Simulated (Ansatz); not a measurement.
Electronic density of states of amorphous Al₁₂Sb₁₂Te₃₆, density 5.43 g/cm³, on a 2×2×2 Γ-centred mesh with a Gaussian width of 0.1 eV; energies count from the Fermi level, whose place inside the gap is arbitrary. Cell and mesh are small, so fine structure isn't converged. Level of theory: PBE-D3(BJ), scalar-relativistic without spin-orbit coupling, PAW (Ansatz default set, large-core Te) (plane waves to 420 eV; Ansatz, an electronic-structure program). Sampling: a 2×2×2 Γ-centred mesh; Fermi-Dirac width 0.05 eV; no spin polarisation.

A CHGNet melt-quench gave the starting glass, which DFT then relaxed. The hot cell started wider than the set density and was brought back towards it in steps. It is the lowest in DFT energy of 3 quenches. It is a model cell: composition and starting density were chosen by hand, and all elements were melted together. The geometry includes D3(BJ) dispersion. Its density started from a set value of 5.57 and ended at 5.43 g/cm³. The quench (nominally 79 K/ps over its main leg) was far faster than any real one, so the model tends to hold more defects than a real film. Values belong to this one cell and scatter from quench to quench. Volume and shape were free in the relaxation.

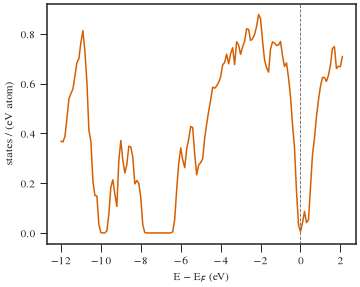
Fig. 1. Density of states per atom

The gap on this mesh is 0.38 eV; the broadening fills part of it in the curve.
